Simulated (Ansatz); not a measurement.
## Two runs on Al2NH4

System: Al2NH4, multiplicity 2.
Method of run A: UHF/def2-SVP (Ansatz 0.2.0).

Text and figures count atoms from 1; the logs count them from 0 in places.

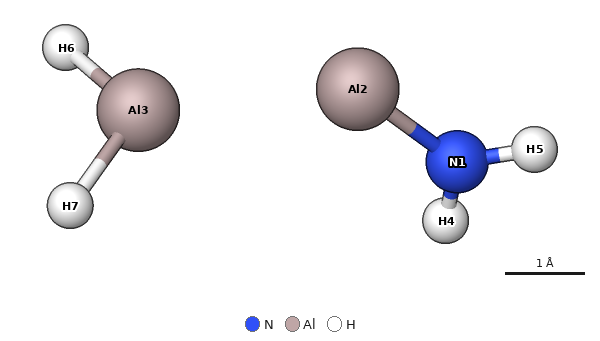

The input geometry (ball-and-stick view, seen at a tilt; atoms are numbered from 1 in the order of the input). Sticks mark near contacts.

**The input, run A**
```yaml
crystal:
  periodic: [false, false, false]
  atoms:
    - { symbol: "N", position_ang: [-2.101456, 0.115492, -0.758957] }
    - { symbol: Al, position_ang: [-0.342438, -0.07408, -0.929479] }
    - { symbol: Al, position_ang: [1.654147, -0.039913, 1.055019] }
    - { symbol: H, position_ang: [-2.598287, 0.263526, 0.099695] }
    - { symbol: H, position_ang: [-2.753149, 0.092393, -1.520902] }
    - { symbol: H, position_ang: [2.339739, 1.518243, 1.643972] }
    - { symbol: H, position_ang: [2.047958, -1.528366, 1.989971] }
magnetization:
  spin_polarized: true
  initial_magnetization: 1
basis:
  gaussian: { orbitals: def2-SVP }
hamiltonian:
  xc: hf
output:
  forces: true
```

Command:
```bash
ansatz run input.yaml --threads 1 --pin off --max-ram 2560MiB --backend cpu --events-out ev --progress --plain --runs-dir out
```

Hardware: 1 thread of Arm Neoverse N1, 98 GiB of memory available, shared host.

**Output (run A)**
```
Engine: ansatz 0.2.0, aarch64-unknown-linux-gnu
Functional definition: HF
  exchange = exact_x
  correlation = 0
670 factors; integrals over basis functions are off by at most 1.2e-3 eV
mean field evaluation 1: about -14700.6222 eV, gradient 2.5e1 eV
mean field evaluation 2: about -14700.6256 eV, gradient 2.5e1 eV
mean field evaluation 4: about -14704.2308 eV, gradient 2.5e0 eV
mean field evaluation 8: about -14704.4608 eV, gradient 1.5e-1 eV
mean field evaluation 16: about -14701.8618 eV, gradient 1.5e1 eV
mean field evaluation 32: about -14704.4383 eV, gradient 5.1e-1 eV
mean field -14704.46213972 eV, -540.3790165923 hartree, gradient 2.0e-5 eV, S^2 0.774619; 2 other end points of the search recorded, 0 dependent functions left out
the calculation of the forces begins
reference -14704.46213972 eV, -540.3790165923 hartree; 19, 18 occupied and 51, 52 virtual orbitals, 670 factors
Total energy: -14704.46213972 eV, -540.3790165923 hartree
Atom 0 at    -2.101456     0.115492    -0.758957 Å, force     0.081027     0.028926     0.295731 eV/Å
Atom 1 at    -0.342438    -0.074080    -0.929479 Å, force     0.754234    -0.056561     0.147965 eV/Å
Atom 2 at     1.654147    -0.039913     1.055019 Å, force    -0.070590     0.178231     1.507663 eV/Å
Atom 3 at    -2.598287     0.263526     0.099695 Å, force    -0.042305     0.003708     0.007129 eV/Å
Atom 4 at    -2.753149     0.092393    -1.520902 Å, force     0.052872    -0.009920    -0.032968 eV/Å
Atom 5 at     2.339739     1.518243     1.643972 Å, force    -0.553829    -1.808881    -0.765469 eV/Å
Atom 6 at     2.047958    -1.528366     1.989971 Å, force    -0.221410     1.664497    -1.160050 eV/Å
Dipole moment:    -0.366081     0.010023    -0.230527 e Å
```

The input of run B differs as follows (lines with − go, lines with + come):
```diff
-    - { symbol: "N", position_ang: [-2.101456, 0.115492, -0.758957] }
-    - { symbol: Al, position_ang: [-0.342438, -0.07408, -0.929479] }
+    - { symbol: "N", position_ang: [-2.421979, 0.220274, -0.106636] }
+    - { symbol: Al, position_ang: [-0.725277, 0.001285, -0.58872] }
-    - { symbol: H, position_ang: [-2.598287, 0.263526, 0.099695] }
-    - { symbol: H, position_ang: [-2.753149, 0.092393, -1.520902] }
-    - { symbol: H, position_ang: [2.339739, 1.518243, 1.643972] }
-    - { symbol: H, position_ang: [2.047958, -1.528366, 1.989971] }
+    - { symbol: H, position_ang: [-2.755964, 0.361403, 0.828551] }
+    - { symbol: H, position_ang: [-3.198391, 0.223559, -0.741436] }
+    - { symbol: H, position_ang: [2.101151, 1.590347, 1.873873] }
+    - { symbol: H, position_ang: [1.805035, -1.501552, 2.225014] }
```

How does run B compare with run A?

With the same method and basis, run B lies 17.3 kcal/mol higher. The largest force goes from 2.041 to 2.853 eV/Å.

**Output (run B)**
```
Engine: ansatz 0.2.0, aarch64-unknown-linux-gnu
Functional definition: HF
  exchange = exact_x
  correlation = 0
670 factors; integrals over basis functions are off by at most 1.3e-3 eV
mean field evaluation 1: about -14699.9517 eV, gradient 2.5e1 eV
mean field evaluation 2: about -14699.9550 eV, gradient 2.5e1 eV
mean field evaluation 4: about -14703.3995 eV, gradient 2.4e0 eV
mean field evaluation 8: about -14703.7008 eV, gradient 2.2e-1 eV
mean field evaluation 16: about -14703.7119 eV, gradient 1.3e-5 eV
mean field evaluation 32: about -14702.2761 eV, gradient 5.1e0 eV
mean field evaluation 64: about -14699.9512 eV, gradient 2.5e1 eV
mean field -14703.71188082 eV, -540.3514450861 hartree, gradient 1.4e-5 eV, S^2 0.814888; 1 other end points of the search recorded, 0 dependent functions left out
the calculation of the forces begins
reference -14703.71188082 eV, -540.3514450861 hartree; 19, 18 occupied and 51, 52 virtual orbitals, 670 factors
Total energy: -14703.71188082 eV, -540.3514450861 hartree
Atom 0 at    -2.421979     0.220274    -0.106636 Å, force     0.230257     0.033903     0.463584 eV/Å
Atom 1 at    -0.725277     0.001285    -0.588720 Å, force     0.605869    -0.116012    -0.495451 eV/Å
Atom 2 at     1.654147    -0.039913     1.055019 Å, force    -0.742070     0.381345     2.728795 eV/Å
Atom 3 at    -2.755964     0.361403     0.828551 Å, force    -0.097501     0.013532     0.045055 eV/Å
Atom 4 at    -3.198391     0.223559    -0.741436 Å, force     0.045570    -0.013545    -0.070661 eV/Å
Atom 5 at     2.101151     1.590347     1.873873 Å, force    -0.196701    -1.984392    -1.127102 eV/Å
Atom 6 at     1.805035    -1.501552     2.225014 Å, force     0.154575     1.685169    -1.544219 eV/Å
Dipole moment:    -0.293759    -0.012361    -0.367109 e Å
```

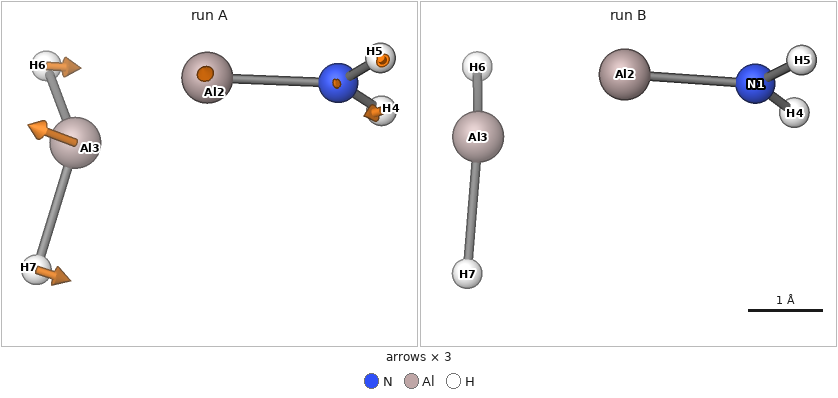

The two input geometries at one scale (ball-and-stick view, seen at a tilt). The orange arrows on the first give the shifts of the atoms after the best rigid fit, magnified 3 times. The largest move after the best rigid fit is that of Al3, 0.28 Å. By element the largest moves are Al 0.28 Å, H 0.17 Å, N 0.04 Å. Among the contacts that change: Al3–H6 1.801 → 1.878 Å.

**The two runs side by side**

| quantity | run A | run B |
| --- | --- | --- |
| outcome | converged | converged |
| total energy (hartree) | −540.379017 | −540.351445 |
| ⟨S²⟩ | 0.775 | 0.815 |
| largest force (eV/Å) | 2.041 | 2.853 |
| basis functions | 70 | 70 |
| wall time (shared host) | 3.4 s | 3.6 s |
